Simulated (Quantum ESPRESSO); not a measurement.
Consider Dy3AlC (Pm-3m).

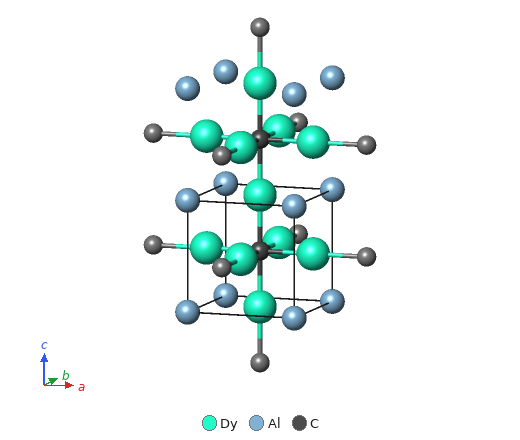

The structure (dysprosium teal, aluminium light blue, carbon dark grey). 1×1×2 cells are drawn. Some periodic images of atoms are drawn too.

```xyz
5
Lattice="4.8703 0.0000 0.0000 0.0000 4.8703 0.0000 0.0000 0.0000 4.8703" Properties=species:S:1:pos:R:3 pbc="T T T"
Dy    2.4352    2.4352    0.0000
Dy    2.4352    0.0000    2.4352
Dy    0.0000    2.4352    2.4352
Al    0.0000    0.0000    0.0000
C     2.4352    2.4352    2.4352
```

Absorber: atom 4, with 12 Dy at 3.44 Å (cuboctahedral, site symmetry m-3m). Method: Quantum ESPRESSO XSpectra, LDA, excited-electron core hole (neutral cell), 10-atom cell with 6.9 Å between holes, 6×6×6 k points, dipole transitions, Lorentzian half width 0.3 eV up to 4 eV, rising linearly to 2.5 eV at 25 eV, without spin-orbit coupling.

Q: Predict the near-edge structure at the Al L₃ edge.

Main maxima up to 24 eV above the zero (height): 1.7 eV (1.76), 3.5 eV (2.13) and 5.9 eV (1.75). At an L edge the dipole rule allows s and d final states: the first features are the absorber's empty s states, and d weight takes over some eV higher. The total-energy difference is 72.60 eV. Two terms are added: -0.74 eV, since the hole is spin-paired here and a spin-polarised one costs that much less in the free atom (computed apart); −0.15 eV, a third of the tabulated L₂–L₃ splitting, since the scalar-relativistic hole is their mean. The photon energy is then 71.71 eV. The tabulated edge of the element is 72.5 eV. The functional leaves an error of a few eV in such absolute values.

The Al L₃ spectrum (energy from the energy zero of the input (xe0, at the border of filled and empty states); intensity scaled to a mean of 1 over the first 20 eV; the points at xe0, where the cut of filled states can leave a spike, are interpolated):

```tsv
E (eV)	intensity
-2.0	0.05
-0.5	0.15
1.0	0.92
2.5	1.12
4.0	2.04
5.5	1.73
7.0	1.43
8.5	1.12
10.0	0.92
11.5	0.75
13.0	0.65
14.5	0.60
16.0	0.59
17.5	0.56
19.0	0.53
20.5	0.53
22.0	0.53
23.5	0.52
25.0	0.50
26.5	0.49
28.0	0.46
29.5	0.44
31.0	0.41
```

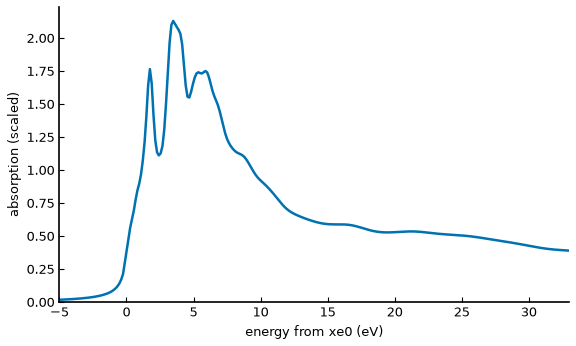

The Al L₃ edge.

Only the L₃ part is meant: spin–orbit coupling of the core level isn't computed and the L₂ copy isn't added. The run has no spin polarisation, although Dy can carry a moment. Lanthanide 4f electrons are frozen in the core. Lifetime broadening is put in by hand, and intensities beyond about 20 eV depend on it and on the partial waves; weight that the partial waves miss at high energy is lost. The structure is a computed Materials Project entry and may be a hypothetical form.

[Banner, clock and machine lines of the logs are left out without a mark of their own.]

[Logs are printed without paths, hosts, clocks, repeated set-up lines and the standing remarks that a program may print on its own settings, such as how far it seeks lower states.]

[Hosts, paths, dates, database ids (printed as entryN), source tags and the programs' standing remarks are cut or masked in the printed files.]

[Lists of maxima count a maximum above −3 eV only where it reaches 4 % of the highest in the window and stands out from its surroundings by 2 % of it (1.5 % where it reaches 55 %); shoulders and weaker maxima are passed over, and of the rest the first, up to two pre-edge ones and the few strongest are named.]
